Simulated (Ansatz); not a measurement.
Band structure of Mo₆IrRu (Pm-3, 8 atoms in the cell).

```yaml
crystal:
  lattice:
    - [5.07794, 0.00000, 0.00000]
    - [0.00000, 5.07794, 0.00000]
    - [0.00000, 0.00000, 5.07794]
  atoms:
    - { symbol: Mo, position: [0.00000, 0.50000, 0.75076] }
    - { symbol: Mo, position: [0.00000, 0.50000, 0.24924] }
    - { symbol: Mo, position: [0.75076, 0.00000, 0.50000] }
    - { symbol: Mo, position: [0.24924, 0.00000, 0.50000] }
    - { symbol: Mo, position: [0.50000, 0.75076, 0.00000] }
    - { symbol: Mo, position: [0.50000, 0.24924, 0.00000] }
    - { symbol: Ru, position: [0.00000, 0.00000, 0.00000] }
    - { symbol: Ir, position: [0.50000, 0.50000, 0.50000] }
```

Computed with LDA (PW92), PAW files made with PBE (plane waves; Ansatz, a program for electronic structure).

Settings: kpoints.mp_grid.grid = 5 5 5; hamiltonian.xc = lda; hamiltonian.pseudopotentials = {kind: paw} (the program's default PAW files); scf.occupations.method = gaussian; scf.occupations.width = 0.272 eV; kpoints.band_path.npoints = 8.

The starting cell comes from a database of computed structures (which also holds hypothetical and non-ambient phases and stackings), without a prior relaxation at this level. Its lattice was rescaled by a random factor within 2.5 % of one. Spin-orbit coupling is off. Spin polarisation is off.

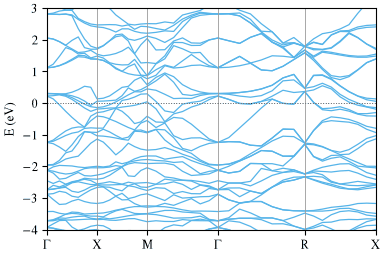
Fig. 1. Bands along the path, energies from the Fermi level.

Levels in eV from the Fermi level, bands 55 to 62:
| point | 55 | 56 | 57 | 58 | 59 | 60 | 61 | 62 |
|---|---|---|---|---|---|---|---|---|
| Γ | -1.24 | -1.24 | -1.24 | 0.22 | 0.22 | 0.30 | 0.30 | 0.30 |
| X | -0.93 | -0.79 | -0.41 | -0.30 | -0.19 | -0.14 | 0.06 | 0.13 |
| M | -0.92 | -0.55 | -0.42 | 0.04 | 0.29 | 0.45 | 0.53 | 0.58 |
| R | -1.27 | -1.27 | 0.36 | 0.36 | 0.36 | 0.47 | 0.47 | 0.47 |

Bands cross the Fermi level along this path, so the cell is metallic at this level.

Keys are those of Ansatz 0.2.
